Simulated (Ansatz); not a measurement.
# Run report: Al$_{32}$C, geometry relaxation (part 2 of 2)

Al$_{32}$C (defect cell, 33 atoms in the cell); DFT PBE, scalar-relativistic, plane waves, PAW, PAW set soft_1, no spin polarisation (Ansatz 0.2.0); cutoff 420 eV, 3×3×3 k-mesh, Fermi–Dirac smearing of 0.1 eV. It belongs to a series of runs on one base structure; here: end point A relaxed.

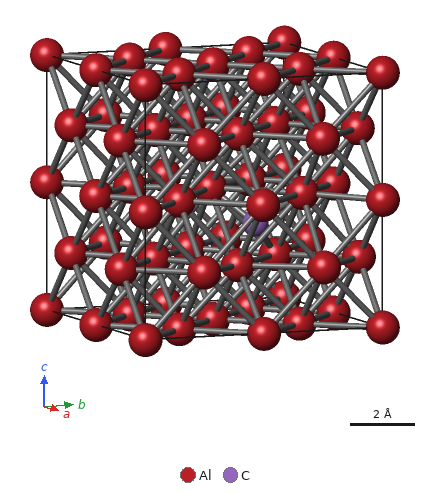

Fig. 1: The geometry at step 3 of the log (ball-and-stick view of the cell of the calculation, seen slightly off an axis).

## Output, continued
```
--- Relaxed structure (5 steps of the walk, 5 accepted, 0 SCFs on fresh bases) ---
  F+E_penalty+E_count = -17449.83172330 eV   max|allowed force component| = 1.283e-3 eV/Å
  atoms:
    - { symbol: Al, position: [0.5002593556071632, 0.002175622332591886, -0.001991221785069172] }
    - { symbol: Al, position: [0.7490904483946471, 0.2476681137735001, -0.002014580533395053] }
    - { symbol: Al, position: [0.7528912799143679, 0.0030091141866060715, 0.247048502198608] }
    - { symbol: Al, position: [0.0013220255124205271, 0.0015726754696280473, -0.0013807646395872226] }
    - { symbol: Al, position: [0.24805819915626037, 0.24829610623934242, -0.0013736558100321068] }
    - { symbol: Al, position: [0.49644617895505555, 0.49670703123540666, -0.0027834339080077984] }
    - { symbol: Al, position: [0.7529020026524442, 0.7531625947907511, -0.002806466575282382] }
    - { symbol: Al, position: [0.24743025285241163, 0.0021852337386072053, 0.25084545125233526] }
    - { symbol: Al, position: [0.4964576091949368, 0.24687371289547094, 0.24704592010556434] }
    - { symbol: Al, position: [0.7626176343461928, 0.4870053760175284, 0.23732592920732004] }
    - { symbol: Al, position: [0.49645728745185513, 0.0029742052218797764, 0.503482800830779] }
    - { symbol: Al, position: [0.7528917968071129, 0.24687234160065522, 0.5034813796920315] }
    - { symbol: Al, position: [0.7490923617882042, 0.0021888646379146365, 0.7525127182003888] }
    - { symbol: Al, position: [0.0019568102036352, 0.5005055953572229, -0.0020135658633827144] }
    - { symbol: Al, position: [0.24742819163660534, 0.7493551373399473, -0.0020015995905819537] }
    - { symbol: Al, position: [0.0019578084087298235, 0.24766769977111627, 0.2508466737143606] }
    - { symbol: Al, position: [0.2465919925568725, 0.4967280894150546, 0.24706018015117914] }
    - { symbol: Al, position: [0.48677106716722324, 0.7627985817212439, 0.2373880695365819] }
    - { symbol: Al, position: [0.0019420417815508093, 0.002183052610257596, 0.4996845717765608] }
    - { symbol: Al, position: [0.24744522916714734, 0.2476971643906812, 0.49968509525971] }
    - { symbol: Al, position: [0.48683042426384615, 0.48711916800303917, 0.5130962261185469] }
    - { symbol: Al, position: [0.7625739168356345, 0.7628164148508499, 0.513171001674607] }
    - { symbol: Al, position: [0.24805838195848537, 0.0015642984363792994, 0.751887308595077] }
    - { symbol: Al, position: [0.5002574855571302, 0.2477003429013049, 0.7524912929898944] }
    - { symbol: Al, position: [0.752880881984866, 0.4967269833116972, 0.7533421482750638] }
    - { symbol: Al, position: [0.002745982120216588, 0.753166104182101, 0.24703425642748963] }
    - { symbol: Al, position: [0.002724876324232473, 0.496704501773385, 0.5034964020130138] }
    - { symbol: Al, position: [0.24660343785765632, 0.7531432614821048, 0.5034730398736154] }
    - { symbol: Al, position: [0.0013149189434054523, 0.24829644276677024, 0.7518871064784077] }
    - { symbol: Al, position: [0.2474400253532389, 0.5005064653436263, 0.7524996621356717] }
    - { symbol: Al, position: [0.49646499717641884, 0.753146477891458, 0.7533296211767254] }
    - { symbol: Al, position: [0.0019489176597910548, 0.7493556025086296, 0.7525155218489517] }
    - { symbol: C, position: [0.6247809804102428, 0.6249439238032493, 0.37518400917285566] }
```

## Trajectory as extended XYZ (Å, eV, eV/Å), 5 frames, from step=1 to step=5
```
33
Lattice="8.1000 0.0000 0.0000 0.0000 8.1000 0.0000 0.0000 0.0000 8.1000" Properties=species:S:1:pos:R:3:forces:R:3 step=1 energy=-17448.25859
Al    4.0500    0.0000    0.0000    0.0497   0.0164  -0.0181
Al    6.0750    2.0250    0.0000   -0.0481  -0.0150  -0.0183
Al    6.0750    0.0000    2.0250    0.1033   0.1781  -0.1025
Al    0.0000    0.0000    0.0000    0.0566   0.0579  -0.0568
Al    2.0250    2.0250    0.0000   -0.0638  -0.0629  -0.0636
Al    4.0500    4.0500    0.0000   -0.0982  -0.1042  -0.1703
Al    6.0750    6.0750    0.0000    0.0945   0.0904  -0.1491
Al    2.0250    0.0000    2.0250   -0.0050   0.0080   0.0589
Al    4.0500    2.0250    2.0250   -0.1138  -0.2163  -0.1258
Al    6.0750    4.0500    2.0250    1.3510  -1.2294  -1.3328
Al    4.0500    0.0000    4.0500   -0.1151   0.2074   0.1166
Al    6.0750    2.0250    4.0500    0.1242  -0.2135   0.1128
Al    6.0750    0.0000    6.0750   -0.0573   0.0096   0.0068
Al    0.0000    4.0500    0.0000    0.0236   0.0422  -0.0229
Al    2.0250    6.0750    0.0000   -0.0068  -0.0546  -0.0114
Al    0.0000    2.0250    2.0250    0.0193  -0.0154   0.0469
Al    2.0250    4.0500    2.0250   -0.2549  -0.1330  -0.1391
Al    4.0500    6.0750    2.0250   -2.0575   2.2898  -2.4032
Al    0.0000    0.0000    4.0500    0.0196   0.0173  -0.0478
Al    2.0250    2.0250    4.0500   -0.0026  -0.0040  -0.0650
Al    4.0500    4.0500    4.0500   -4.1079  -4.4121   4.1794
Al    6.0750    6.0750    4.0500    2.1356   2.0070   1.8355
Al    2.0250    0.0000    6.0750   -0.0661   0.0670   0.0661
Al    4.0500    2.0250    6.0750    0.0642  -0.0051   0.0040
Al    6.0750    4.0500    6.0750    0.1343  -0.1274   0.2435
Al    0.0000    6.0750    2.0250    0.1407   0.0878  -0.0911
Al    0.0000    4.0500    4.0500    0.1590  -0.0991   0.0946
Al    2.0250    6.0750    4.0500   -0.2617   0.1435   0.1362
Al    0.0000    2.0250    6.0750    0.0626  -0.0620   0.0629
Al    2.0250    4.0500    6.0750    0.0003   0.0685   0.0000
Al    4.0500    6.0750    6.0750   -0.1315   0.1403   0.2531
Al    0.0000    6.0750    6.0750    0.0140  -0.0519   0.0091
C     4.9785    5.0448    3.1059    2.8381   1.3748  -2.4087
33
Lattice="8.1000 0.0000 0.0000 0.0000 8.1000 0.0000 0.0000 0.0000 8.1000" Properties=species:S:1:pos:R:3:forces:R:3 step=2 energy=-17449.31554
Al    4.0545    0.0110   -0.0096    0.0059  -0.0184   0.0262
Al    6.0718    2.0147   -0.0079   -0.0057   0.0240   0.0379
Al    6.1015    0.0408    1.9988    0.0047  -0.0730  -0.0045
Al    0.0162    0.0160   -0.0161   -0.0362  -0.0390   0.0368
Al    2.0054    2.0051   -0.0209    0.0421   0.0396   0.0376
Al    4.0229    4.0216   -0.0342   -0.0136  -0.0110   0.0781
Al    6.1006    6.0995   -0.0324    0.0101   0.0100   0.0575
Al    2.0172    0.0048    2.0315    0.0254  -0.0414   0.0057
Al    4.0214    1.9778    1.9931   -0.0054   0.0994  -0.0022
Al    6.1191    4.0170    1.9821    0.6715  -0.6667  -0.6697
Al    4.0197    0.0429    4.0806   -0.0090  -0.1009   0.0083
Al    6.1065    1.9779    4.0782    0.0021   0.0968   0.0045
Al    6.0691    0.0055    6.0830   -0.0052  -0.0402  -0.0267
Al    0.0113    4.0522   -0.0117   -0.0241   0.0070   0.0217
Al    2.0155    6.0696   -0.0050    0.0182  -0.0069   0.0423
Al    0.0080    2.0142    2.0279   -0.0380   0.0216   0.0062
Al    1.9683    4.0191    1.9923    0.1168   0.0043   0.0051
Al    4.0216    6.1193    1.9757   -1.1352   1.1837  -1.2106
Al    0.0096    0.0114    4.0461   -0.0276  -0.0176  -0.0063
Al    2.0179    2.0200    4.0410    0.0236   0.0346  -0.0063
Al    4.0135    4.0006    4.0896   -2.1228  -2.2201   2.1461
Al    6.1236    6.1178    4.0800    1.0702   1.0420   1.0120
Al    2.0034    0.0227    6.0967    0.0417  -0.0397  -0.0413
Al    4.0588    2.0193    6.0824    0.0059   0.0322  -0.0238
Al    6.1071    4.0200    6.1296   -0.0036   0.0030  -0.1107
Al    0.0298    6.0992    2.0000   -0.0532   0.0114  -0.0112
Al    0.0314    4.0226    4.0765   -0.0711  -0.0122   0.0141
Al    1.9685    6.1088    4.0820    0.1231  -0.0035  -0.0012
Al    0.0203    2.0058    6.0940   -0.0370   0.0396  -0.0417
Al    2.0202    4.0599    6.0792    0.0316   0.0067  -0.0341
Al    4.0185    6.1086    6.1296   -0.0010  -0.0020  -0.1198
Al    0.0058    6.0704    6.0852   -0.0413  -0.0069  -0.0174
C     4.9995    5.0487    3.0887    1.4370   0.6435  -1.2126
33
Lattice="8.1000 0.0000 0.0000 0.0000 8.1000 0.0000 0.0000 0.0000 8.1000" Properties=species:S:1:pos:R:3:forces:R:3 step=3 energy=-17449.80047
Al    4.0563    0.0150   -0.0138    0.0019   0.0265  -0.0289
Al    6.0698    2.0155   -0.0072    0.0026  -0.0252  -0.0294
Al    6.1020    0.0310    1.9982   -0.0079  -0.0187   0.0077
Al    0.0118    0.0114   -0.0116   -0.0004   0.0046  -0.0008
Al    2.0101    2.0101   -0.0158   -0.0055   0.0001   0.0071
Al    4.0204    4.0207   -0.0239    0.0163   0.0158   0.0045
Al    6.1015    6.1011   -0.0273   -0.0089  -0.0090   0.0173
Al    2.0159    0.0055    2.0330   -0.0416   0.0466  -0.0036
Al    4.0195    1.9953    1.9938    0.0139   0.0064   0.0147
Al    6.1569    3.9749    1.9436    0.0586  -0.0531  -0.0568
Al    4.0181    0.0256    4.0818    0.0192   0.0015  -0.0190
Al    6.1058    1.9947    4.0799   -0.0136   0.0084  -0.0127
Al    6.0675    0.0057    6.0837    0.0037   0.0434   0.0391
Al    0.0128    4.0548   -0.0130    0.0161  -0.0001  -0.0154
Al    2.0135    6.0677   -0.0066   -0.0352   0.0019  -0.0429
Al    0.0076    2.0148    2.0301    0.0282  -0.0233  -0.0023
Al    1.9926    4.0198    1.9940    0.0086   0.0124   0.0135
Al    3.9689    6.1701    1.9273   -0.1599   0.1632  -0.1713
Al    0.0132    0.0146    4.0441    0.0265   0.0234  -0.0013
Al    2.0121    2.0149    4.0397   -0.0510  -0.0546  -0.0005
Al    3.9486    3.9372    4.1546   -0.4074  -0.4196   0.4097
Al    6.1690    6.1660    4.1300    0.1414   0.1317   0.1299
Al    2.0082    0.0173    6.0918   -0.0019  -0.0066   0.0006
Al    4.0600    2.0137    6.0884    0.0013  -0.0528   0.0500
Al    6.1057    4.0203    6.1076   -0.0126   0.0114  -0.0100
Al    0.0260    6.1008    1.9990   -0.0169  -0.0094   0.0091
Al    0.0232    4.0216    4.0787   -0.0062   0.0149  -0.0154
Al    1.9949    6.1073    4.0821    0.0015  -0.0174  -0.0170
Al    0.0154    2.0107    6.0893   -0.0071  -0.0011   0.0053
Al    2.0158    4.0613    6.0835   -0.0575  -0.0021   0.0582
Al    4.0178    6.1074    6.1047    0.0173  -0.0176  -0.0009
Al    0.0071    6.0684    6.0867    0.0385   0.0017   0.0310
C     5.0104    5.0495    3.0797    0.4378   0.1969  -0.3697
33
Lattice="8.1000 0.0000 0.0000 0.0000 8.1000 0.0000 0.0000 0.0000 8.1000" Properties=species:S:1:pos:R:3:forces:R:3 step=4 energy=-17449.82920
Al    4.0476    0.0200   -0.0190    0.0157  -0.0156   0.0205
Al    6.0687    2.0022   -0.0211   -0.0098   0.0197   0.0271
Al    6.0962    0.0226    2.0033    0.0079   0.0098  -0.0088
Al    0.0088    0.0120   -0.0096    0.0098   0.0048  -0.0086
Al    2.0102    2.0125   -0.0083   -0.0009  -0.0054  -0.0102
Al    4.0235    4.0255   -0.0166   -0.0175  -0.0154  -0.0182
Al    6.0971    6.0992   -0.0183    0.0075   0.0115  -0.0203
Al    2.0007    0.0224    2.0306    0.0230  -0.0310   0.0072
Al    4.0251    2.0019    2.0053   -0.0179  -0.0046  -0.0139
Al    6.1834    3.9410    1.9168   -0.0275   0.0137   0.0249
Al    4.0253    0.0195    4.0742   -0.0208   0.0092   0.0205
Al    6.0944    2.0016    4.0746    0.0120  -0.0043   0.0168
Al    6.0684    0.0225    6.0991   -0.0070  -0.0302  -0.0234
Al    0.0199    4.0505   -0.0203   -0.0192   0.0155   0.0177
Al    2.0013    6.0724   -0.0208    0.0178  -0.0105   0.0303
Al    0.0207    2.0022    2.0303   -0.0271   0.0183   0.0110
Al    1.9955    4.0274    2.0055    0.0064  -0.0143  -0.0121
Al    3.9401    6.1794    1.9212    0.0097  -0.0115   0.0169
Al    0.0191    0.0204    4.0518   -0.0215  -0.0151  -0.0157
Al    2.0026    2.0036    4.0517    0.0201   0.0259  -0.0120
Al    3.9442    3.9501    4.1540    0.0081   0.0030  -0.0061
Al    6.1802    6.1807    4.1595   -0.0216  -0.0136  -0.0102
Al    2.0110    0.0099    6.0885   -0.0022   0.0077   0.0032
Al    4.0474    2.0041    6.0966    0.0132   0.0242  -0.0196
Al    6.0943    4.0272    6.1032    0.0106  -0.0140  -0.0044
Al    0.0171    6.0996    2.0020    0.0236   0.0111  -0.0081
Al    0.0157    4.0249    4.0766    0.0212  -0.0142   0.0161
Al    1.9967    6.0951    4.0732    0.0049   0.0184   0.0190
Al    0.0078    2.0123    6.0895    0.0111  -0.0051   0.0015
Al    2.0011    4.0509    6.0987    0.0264   0.0087  -0.0276
Al    4.0262    6.0951    6.1018   -0.0198   0.0188  -0.0025
Al    0.0204    6.0725    6.0985   -0.0296  -0.0116  -0.0169
C     5.0678    5.0636    3.0334   -0.0068  -0.0043   0.0060
33
Lattice="8.1000 0.0000 0.0000 0.0000 8.1000 0.0000 0.0000 0.0000 8.1000" Properties=species:S:1:pos:R:3:forces:R:3 step=5 energy=-17449.83172
Al    4.0521    0.0176   -0.0161    0.0000  -0.0007   0.0011
Al    6.0676    2.0061   -0.0163    0.0004   0.0009   0.0012
Al    6.0984    0.0244    2.0011    0.0004  -0.0007  -0.0004
Al    0.0107    0.0127   -0.0112    0.0000   0.0002  -0.0001
Al    2.0093    2.0112   -0.0111   -0.0004  -0.0002  -0.0003
Al    4.0212    4.0233   -0.0225   -0.0001  -0.0001  -0.0002
Al    6.0985    6.1006   -0.0227    0.0004   0.0001   0.0006
Al    2.0042    0.0177    2.0318    0.0011  -0.0008  -0.0003
Al    4.0213    1.9997    2.0011   -0.0002   0.0003  -0.0001
Al    6.1772    3.9447    1.9223   -0.0006   0.0003   0.0005
Al    4.0213    0.0241    4.0782   -0.0001   0.0003   0.0001
Al    6.0984    1.9997    4.0782    0.0002   0.0003   0.0002
Al    6.0676    0.0177    6.0954    0.0004  -0.0009  -0.0010
Al    0.0158    4.0541   -0.0163   -0.0012   0.0001   0.0010
Al    2.0042    6.0698   -0.0162    0.0010   0.0000   0.0011
Al    0.0159    2.0061    2.0319   -0.0013   0.0008  -0.0002
Al    1.9974    4.0235    2.0012    0.0008  -0.0005  -0.0005
Al    3.9428    6.1787    1.9228    0.0005   0.0002   0.0001
Al    0.0157    0.0177    4.0474   -0.0012  -0.0007  -0.0001
Al    2.0043    2.0063    4.0474    0.0012   0.0009   0.0001
Al    3.9433    3.9457    4.1561   -0.0001  -0.0005   0.0003
Al    6.1768    6.1788    4.1567   -0.0003   0.0001  -0.0003
Al    2.0093    0.0127    6.0903   -0.0003   0.0005   0.0003
Al    4.0521    2.0064    6.0952   -0.0001   0.0009  -0.0010
Al    6.0983    4.0235    6.1021    0.0005  -0.0004  -0.0007
Al    0.0222    6.1006    2.0010   -0.0005   0.0001  -0.0003
Al    0.0221    4.0233    4.0783    0.0001  -0.0002   0.0001
Al    1.9975    6.1005    4.0781    0.0006   0.0002   0.0004
Al    0.0107    2.0112    6.0903    0.0003  -0.0002   0.0004
Al    2.0043    4.0541    6.0952    0.0012  -0.0001  -0.0011
Al    4.0214    6.1005    6.1020   -0.0003   0.0000  -0.0005
Al    0.0158    6.0698    6.0954   -0.0013   0.0000  -0.0009
C     5.0607    5.0620    3.0390   -0.0010  -0.0001   0.0008
```

This output came from the following input.

## Input file
```yaml
crystal:
  lattice:
    - [8.1, 0.0, 0.0]
    - [0.0, 8.1, 0.0]
    - [0.0, 0.0, 8.1]
  atoms:
    - { symbol: Al, position: [0.5, 0.0, 0.0] }
    - { symbol: Al, position: [0.75, 0.25, 0.0] }
    - { symbol: Al, position: [0.75, 0.0, 0.25] }
    - { symbol: Al, position: [0.0, 0.0, 0.0] }
    - { symbol: Al, position: [0.25, 0.25, 0.0] }
    - { symbol: Al, position: [0.5, 0.5, 0.0] }
    - { symbol: Al, position: [0.75, 0.75, 0.0] }
    - { symbol: Al, position: [0.25, 0.0, 0.25] }
    - { symbol: Al, position: [0.5, 0.25, 0.25] }
    - { symbol: Al, position: [0.75, 0.5, 0.25] }
    - { symbol: Al, position: [0.5, 0.0, 0.5] }
    - { symbol: Al, position: [0.75, 0.25, 0.5] }
    - { symbol: Al, position: [0.75, 0.0, 0.75] }
    - { symbol: Al, position: [0.0, 0.5, 0.0] }
    - { symbol: Al, position: [0.25, 0.75, 0.0] }
    - { symbol: Al, position: [0.0, 0.25, 0.25] }
    - { symbol: Al, position: [0.25, 0.5, 0.25] }
    - { symbol: Al, position: [0.5, 0.75, 0.25] }
    - { symbol: Al, position: [0.0, 0.0, 0.5] }
    - { symbol: Al, position: [0.25, 0.25, 0.5] }
    - { symbol: Al, position: [0.5, 0.5, 0.5] }
    - { symbol: Al, position: [0.75, 0.75, 0.5] }
    - { symbol: Al, position: [0.25, 0.0, 0.75] }
    - { symbol: Al, position: [0.5, 0.25, 0.75] }
    - { symbol: Al, position: [0.75, 0.5, 0.75] }
    - { symbol: Al, position: [0.0, 0.75, 0.25] }
    - { symbol: Al, position: [0.0, 0.5, 0.5] }
    - { symbol: Al, position: [0.25, 0.75, 0.5] }
    - { symbol: Al, position: [0.0, 0.25, 0.75] }
    - { symbol: Al, position: [0.25, 0.5, 0.75] }
    - { symbol: Al, position: [0.5, 0.75, 0.75] }
    - { symbol: Al, position: [0.0, 0.75, 0.75] }
    - { symbol: C, position: [0.6146348, 0.6228163, 0.3834496] }
basis:
  ecutwfc: 420.0
kpoints:
  mp_grid: { grid: [3, 3, 3] }
hamiltonian:
  xc: pbe
  pseudopotentials: { kind: paw, azcp: { folder: soft_1 } }
scf:
  occupations: { method: fermi_dirac, width: 0.1 }
  lower_state_search: "off"
relax:
  f_tol: 0.03
  max_steps: 60
  adjacent_minimum: "off"
```

Launch command:
```bash
ansatz run input.yaml --threads 4 --pin off --max-ram 10240MiB --backend cpu --events-out ev --progress --plain --runs-dir out
```

## Summary

| quantity | value |
| --- | --- |
| outcome | converged |
| electrons treated | 100 |
| free energy | −17449.8317 eV |
| Fermi energy | 7.919 eV |
| final volume | 531.44 Å³ |
| largest force (length of the vector) at the end | 0.002 eV/Å |
| hardware | 4 threads of AMD EPYC (Zen 5), 32 GiB of memory available, shared host |
| wall time | 21 s (CPU time 80 s) |
| peak memory | 1.4 GiB |
